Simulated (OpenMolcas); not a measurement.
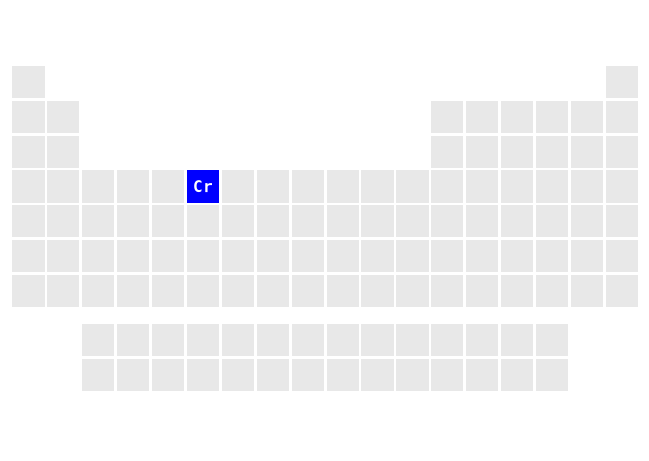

**Figure 1.** The place of chromium in the periodic table.

Multiconfigurational calculation for Cr⁵⁺

- system: Cr⁵⁺.
- method: state-averaged MS-CASPT2, IPEA shift 0.25, imaginary shift 0.1 hartree, semicore shells correlated, active space 1 electron in the shell 3d, basis ANO-R3, X2C scalar Hamiltonian, spin-orbit coupling by RASSI with atomic mean-field integrals (OpenMolcas)

### Input
```
&GATEWAY
Coord
1

Cr 0.0 0.0 0.0
Basis=ANO-R3
Group=XYZ
NoMove
AngMom=0.0 0.0 0.0
AMFI
&SEWARD
&RASSCF
FileOrb=start.orb
Symmetry=1
Spin=2
nActEl=1 0 0
Inactive=3 6
Ras2=5 0
CIRoot=5 5 1
SDav=5
CIMx=300
Iter=120 100
PrWF=0.3
OrbListing=Nothing
MaxOrb=0
Atom
>>> COPY $Project.JobIph JOB001
&RASSI
NrOfJobIphs=1 5
1 2 3 4 5
IphNames
JOB001
EJob
SpinOrbit
DIPRint=1.0
SOCoupling=1000.0
Subsets=2
MEES
Property=10
'ANGMOM' 1 'ANGMOM' 2 'ANGMOM' 3 'MLTPL  1' 1 'MLTPL  1' 2 'MLTPL  1' 3
'AMFI' 1 'AMFI' 2 'AMFI' 3 'MLTPL  2' 6
SOProperty=3
'ANGMOM' 1 'ANGMOM' 2 'ANGMOM' 3
>>> COPY JOB001 $Project.JobIph
&CASPT2
Multistate=5 1 2 3 4 5
Frozen=2 3
IPAE=0.25
Imaginary=0.1
MaxIter=60
WThr=0.0 0.3 0.05
PrWF=0.5
NoMix
```

The file start.orb holds starting orbitals from an earlier step.

Hardware: 1 CPU thread, shared host.

Run as:
```bash
OMP_NUM_THREADS=1 MOLCAS_MEM=2252 MOLCAS_PROJECT=a pymolcas a.inp > a.log  # once for each step of the input, in one work folder
```

### Log (extracts)
```
|        MOLCAS_PRINT = 2
  |       MOLCAS_SOURCE = [file]
  |    MOLCAS_STRUCTURE = 0
  |
   --------------------------------------------------------------------------------------
++ ---------   Input file   ---------
>>> COPY JOB001 $Project.JobIph
&CASPT2
Multistate=5 1 2 3 4 5
Frozen=2 3
IPAE=0.25
Imaginary=0.1
MaxIter=60
WThr=0.0 0.3 0.05
PrWF=0.5
NoMix
-- ----------------------------------
>>> COPY JOB001 a.JobIph
*** symbolic link created: INPORB -> a.RasOrb
--- Start Module: caspt2 at  ---
()()()()()()()()()()()()()()()()()()()()()()()()()()()()()()()()()()()()()()()()()()()()()()()()()()
                                              &CASPT2
                                   only a single process is used
                       available to each process: 2.3 GB of memory, 1 thread
()()()()()()()()()()()()()()()()()()()()()()()()()()()()()()()()()()()()()()()()()()()()()()()()()()
 ###    ERROR: Unrecognized keyword: IPAE                                    ###
--- Stop Module: caspt2 at  /rc=_RC_INPUT_ERROR_ ---
.####################.
.# User input error #.
.####################.
```

### Outcome

- outcome: refused by the program

### Diagnosis

This input holds a deliberate fault: misspelt keyword. The program refused the input; the driver noted: CASPT2 spin 2: _RC_INPUT_ERROR_.
